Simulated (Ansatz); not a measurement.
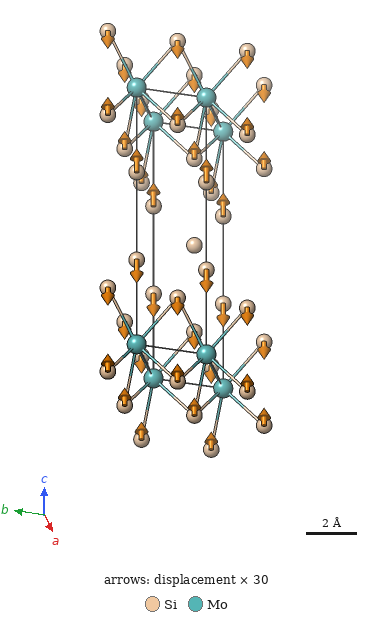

A relaxation of a crystal of Si5Mo (a generated structure, set up in P-6m2). The starting structure is drawn; orange arrows show the displacements (the part carried along by the change of the cell is left out), magnified 30 times.

Style: ball-and-stick. Shown: the cell of the calculation, from a free direction.

Method: DFT PBE, scalar-relativistic, plane waves, PAW in Ansatz. (plane-wave cutoff 420 eV; k-point mesh 12 × 12 × 4; occupations gaussian; smearing width 0.1 eV; no spin polarisation; cell and atoms relaxed; force threshold 0.01 eV/Å; at most 80 steps)

**Atoms of which element are displaced furthest, and by how much?**

Silicon: up to 0.037 Å, against 0.000 Å for molybdenum.

**Describe the change and its energy.**

The largest moves relative to the cell, 0.037 Å, are those of Si atoms. Mo stays in place. Cell: a = b 2.949 → 2.909 Å (−1.4 %), c 11.868 → 12.161 Å (+2.5 %). Volume −0.3 %. Among the contacts that change: Mo–Mo 2.949 → 2.909 Å. The space group stays P-6m2 (No. 187). The energy falls by 5.1 meV per atom in 4 accepted moves (7 points after the start). Largest force component: 0.09 eV/Å at the start, 0.0016 eV/Å at the end. The pressure goes from −0.02 to 0.00 GPa. The line search rejected the trial steps at points 2, 4 of the run. At 1 point the geometry stayed and the basis and grid were re-selected for the new cell (energy shift of less than 0.05 meV per atom at most each time). Cost: 94 s on 1 thread of Intel(R) Xeon(R) Processor @ 2.70GHz, with other jobs on the host, peak memory 0.43 GiB.
